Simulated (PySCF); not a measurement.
# C$_{6}$H$_{16}$BNSi: what the fields show

Input file:

```
{"job": {"kind": "nmr", "xc": "PBE0", "basis": "pcSseg-1"}, "charge": 0, "multiplicity": 1}
C      3.231298    -1.217416    -0.631815
C      1.831795    -0.732500    -0.432039
C      1.338284    -0.258229     0.703044
Si    -0.440679     0.367642     0.911050
N     -0.403584     1.987200     0.288073
C      0.588350     2.958858     0.678330
B     -1.762985    -0.686451    -0.083614
C     -1.868468    -2.229118     0.209701
C     -2.703879    -0.047890    -1.173021
H      3.802055    -1.150640     0.291780
H      3.229494    -2.254235    -0.970147
H      3.730841    -0.622991    -1.397494
H      1.202862    -0.785287    -1.313251
H      1.998812    -0.228744     1.562840
H     -0.618896     0.356753     2.396605
H     -1.289521     2.429125     0.092782
H      0.355055     3.444333     1.633244
H      1.544160     2.450439     0.780399
H      0.683231     3.732562    -0.086764
H     -1.008027    -2.716585    -0.253108
H     -2.757747    -2.714297    -0.189450
H     -1.797446    -2.466370     1.270038
H     -3.148165    -0.764150    -1.862746
H     -2.214635     0.729579    -1.757238
H     -3.533140     0.442555    -0.658064
```

Launched as:

```sh
OMP_NUM_THREADS=1 python probes_run.py task.json out
```

Geometry: GFN2-xTB.

Theory: PBE0/pcSseg-1, SCF density, gas phase, non-relativistic in PySCF.

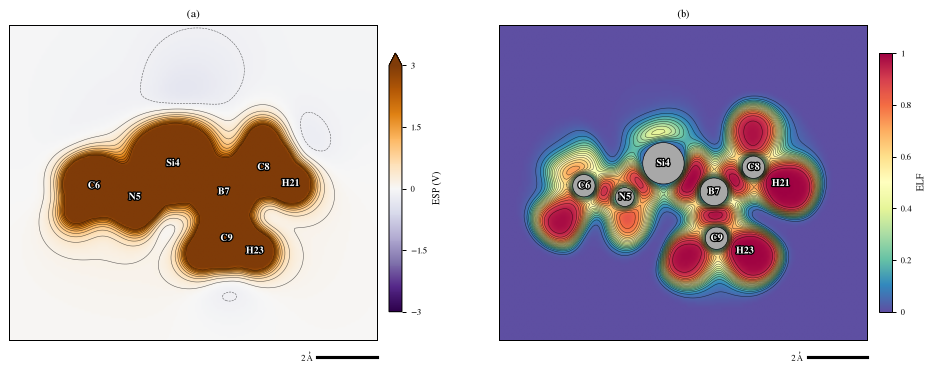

Figure 1. (a) molecular electrostatic potential; (b) ELF on the plane of atoms N5, Si4 and B7. Grey discs cover the atomic cores in the ELF map.

**Describe what can be read from this map.**

The plane passes through Si, N, C, B and H nuclei.
C–N (1.44 Å): the ELF peaks at about 0.90 between the atoms; a shared electron pair.
C–B (1.57 Å): the ELF peaks at about 0.95 between the atoms, as expected for localised, covalent bonding.
Si–N (1.74 Å): the ELF peaks at about 0.90 between the atoms: a polar covalent bond.
Si–B (1.96 Å): the ELF peaks at about 1 between the atoms: a shared electron pair.
Outside the dense part of the molecule the potential is most negative (−0.3 V) near H14, which lies off the plane.

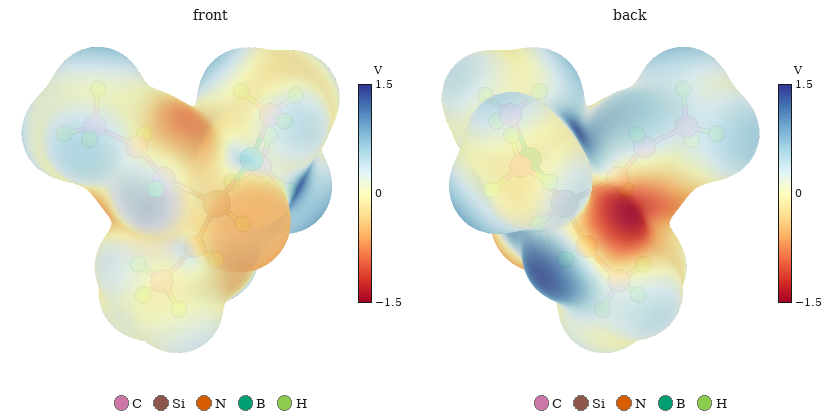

Figure 2. The electrostatic potential painted on the density surface at 0.002 e/bohr³, seen from the front and from behind; the colour scale runs from red (negative) to blue (positive).

**Where is the surface potential most negative and most positive?**

The most negative region (about −1.4 V, or −32 kcal/mol for a unit charge) lies over N5, the most positive (about +1.3 V, or +30 kcal/mol for a unit charge) over B7 and H16. N5 is the likeliest acceptor of a hydrogen bond.

**How polar is the molecule by this calculation?**

Its dipole moment is 0.78 D.
